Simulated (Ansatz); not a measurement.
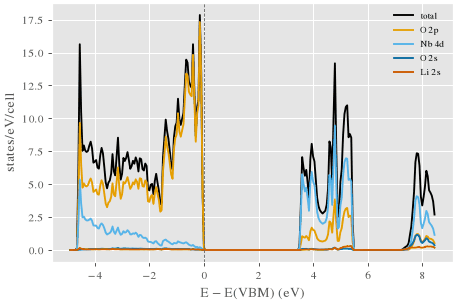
Fig. 1. Total and projected density of states of LiNbO3 in space group R3c (No. 161; Li on 6a, Nb on 6a, O on 18b), DFT-PBEsol in the program Ansatz with PAW potentials

Problem. Which orbitals carry the states next to the gap?

Solution. Top 1 eV of the valence band: O 2p 94 %. Bottom 1 eV of the conduction band: Nb 4d 76 %, O 2p 20 %. Projections are on Löwdin-orthogonalised atomic valence shells; empty p or d shells of many metals are not among them.

The PBEsol relaxation kept the symmetry of its start. The run is not spin-polarised. Spin–orbit coupling is left out wherever it is not named.

Potentials: the later of the program's two PAW sets.
